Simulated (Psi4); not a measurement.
# CH3F (fluoromethane): MP3/6-31+G(d,p) (Cartesian functions)

Aim: a structure relaxation of CH3F (fluoromethane). The job is set up through a Python script.

The results are computed with Psi4 1.11.

1 further run of the same task is left out (set aside as unsound or not needed).

## 1. The structure to begin with

CH3F: 5 atoms, total charge 0, spin state singlet. As SMILES, `CF`. All atoms were displaced at random from a relaxed shape. The run starts from this shape.

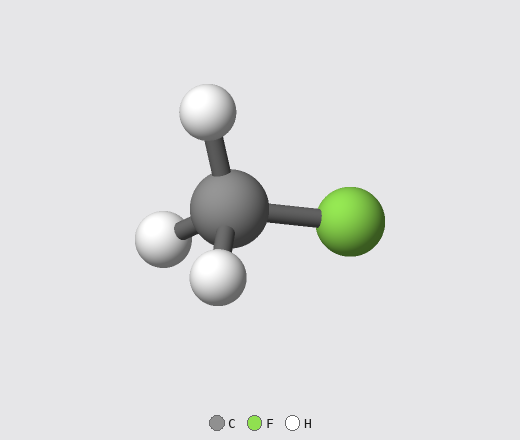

Viewed from a chosen angle; carbon grey, fluorine green, hydrogen white.

## 2. A geometry optimisation at MP3/6-31+G(d,p) (Cartesian functions)

Input file ch3f.xyz:

```xyz
5
CH3F
C     -0.007747     0.052515     0.014201
F      1.074803    -0.734791    -0.163650
H     -0.937448    -0.639228    -0.060222
H     -0.114414     0.751800    -0.760875
H     -0.016862     0.549373     0.988567
```

Input file run.py:

```python
import psi4

psi4.set_memory('1600 MB')
psi4.set_num_threads(1)
psi4.set_output_file('run.log', False)

with open('ch3f.xyz') as f:
    atoms = ''.join(f.readlines()[2:])
geom = psi4.geometry('0 1\n' + atoms + 'symmetry c1')

psi4.set_options(dict(basis='6-31+G**', mp_type='conv', scf_type='pk', geom_maxiter=40, g_convergence='gau'))

result = psi4.optimize('mp3')
print(f'total energy {result:.8f} hartree = {result * 27.211386:.5f} eV')
print(geom.to_string(dtype='xyz', units='Angstrom'))
```

The run is started by

```bash
$ python run.py
```

run.log:

```text
WARNING  [psi4.optking:38] Some dependencies such as QCElemental have not yet finished migration to pydantic v2. If issues are encountered please downgrade pydantic or upgrade QCElemental as app [...]
    			-----------------------------------------
[...]
  Running in c1 symmetry.
[...]
  Nuclear repulsion =   37.794621014932247
[...]
  Multiplicity = 1
[...]
  Nalpha       = 9
  Nbeta        = 9
[...]
    Number of basis functions: 53
[...]
   @RHF iter   1:  -139.01124458151165   -5.63778e-01   4.78409e-03 DIIS/ADIIS
[...]
	SCS-MP2 Total Energy (a.u.)        :  -139.38179097525415
	SOS-MP2 Total Energy (a.u.)        :  -139.38024908016413
[...]
   @RHF iter  10:  -139.04875026935662    1.98952e-13   3.11268e-11 DIIS
[...]
    Orbital Energies [Eh]
    ---------------------
    Doubly Occupied:
       1A    -26.290127     2A    -11.311869     3A     -1.583762
       4A     -0.959361     5A     -0.693787     6A     -0.693695
       7A     -0.670783     8A     -0.534567     9A     -0.534411
[...]
  @RHF Final Energy:  -139.04875026935662
   => Energetics <=
    Nuclear Repulsion Energy =             37.2411730330777857
    One-Electron Energy =                -266.0351235041723044
    Two-Electron Energy =                  89.7452002017378874
    Total Energy =                       -139.0487502693566171
[...]
 Multipole Moments:
 ------------------------------------------------------------------------------------
     Multipole            Electronic (a.u.)      Nuclear  (a.u.)        Total (a.u.)
 ------------------------------------------------------------------------------------
 L = 1.  Multiply by 2.5417464519 to convert [e a0] to [Debye]
 Dipole X            :          2.2892911           -3.0384398           -0.7491487
 Dipole Y            :         -1.5227446            2.0209104            0.4981657
 Dipole Z            :         -0.3317979            0.4401782            0.1083803
 Magnitude           :                                                    0.9061673
[...]
	SOS-PI-MP2 Total Energy (a.u.)     :  -139.40575801675413
[...]
	MP2 Total Energy (a.u.)            :  -139.38488118234039
[...]
	SCS-MP3 Total Energy (a.u.)        :  -139.38460096708525
[...]
	MP3 Total Energy (a.u.)            :  -139.39609023857776
[...]
    Final optimized geometry and variables:
    Molecular point group: c1
    Full point group: C1
    Geometry (in Angstrom), charge = 0, multiplicity = 1:
    C           -0.618466121990     0.411152231849     0.089427530779
    F            0.534067911007    -0.355097252564    -0.077268654754
    H           -1.478385555000    -0.249373521540     0.040709251845
    H           -0.657667178010     1.148116715185    -0.706472053987
    H           -0.567634850208     0.899638396456     1.057547757747
```

The script printed:

```text
Optimizer: Optimization complete!
total energy -139.39609024 hartree = -3793.16082 eV
5
0 1 CFH3
C                    -0.618466121990     0.411152231849     0.089427530779
F                     0.534067911007    -0.355097252564    -0.077268654754
H                    -1.478385555000    -0.249373521540     0.040709251845
H                    -0.657667178010     1.148116715185    -0.706472053987
H                    -0.567634850208     0.899638396456     1.057547757747
```

It took 7.8 s on 1 thread of AMD EPYC 9B45 (Zen 5), shared host; peak memory 0.3 GiB.

Steps, from the record of the run:

| step | energy from the first frame kept (eV) | largest force (eV/Å) |
| --- | --- | --- |
| 0 | 0.0000 | 3.9741 |
| 1 | -0.1580 | 1.1355 |
| 2 | -0.1736 | 0.4528 |
| 3 | -0.1775 | 0.1312 |
| 4 | -0.1778 | 0.0613 |
| 5 | -0.1778 | 0.0156 |

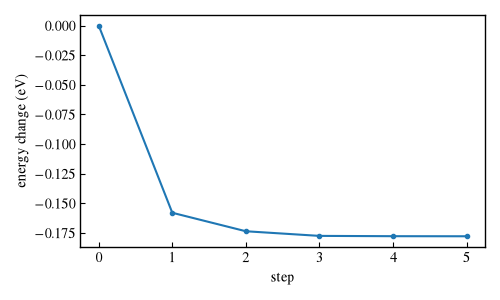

Energy along the run.

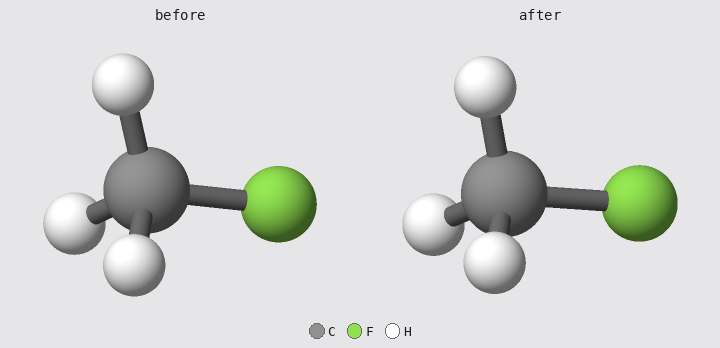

Before and after, at one scale.

After the run. Bond lengths: C1–F2 1.394 Å, C1–H3 1.085 Å, C1–H4 1.085 Å, C1–H5 1.086 Å. Angles: F2–C1–H3 108.4°, F2–C1–H4 108.4°, F2–C1–H5 108.4°, H3–C1–H4 110.6°, H3–C1–H5 110.5°, H4–C1–H5 110.5°.

## 3. Results

At MP3/6-31+G** (Cartesian functions):

```
                             quantity          value
              total energy at the end  -139.39609 Eh
  HOMO energy (Hartree–Fock orbitals)      -14.54 eV
  LUMO energy (Hartree–Fock orbitals)        2.22 eV
HOMO–LUMO gap (Hartree–Fock orbitals)       16.76 eV
                   correlation energy     -347.3 mEh
```

**Reading.** At the final geometry: Bond lengths: C1–F2 1.394 Å, C1–H3 1.085 Å, C1–H4 1.085 Å, C1–H5 1.086 Å. Angles: F2–C1–H3 108.4°, F2–C1–H4 108.4°, F2–C1–H5 108.4°, H3–C1–H4 110.6°, H3–C1–H5 110.5°, H4–C1–H5 110.5°. The optimisation took 6 steps and changed the energy by -0.178 eV.
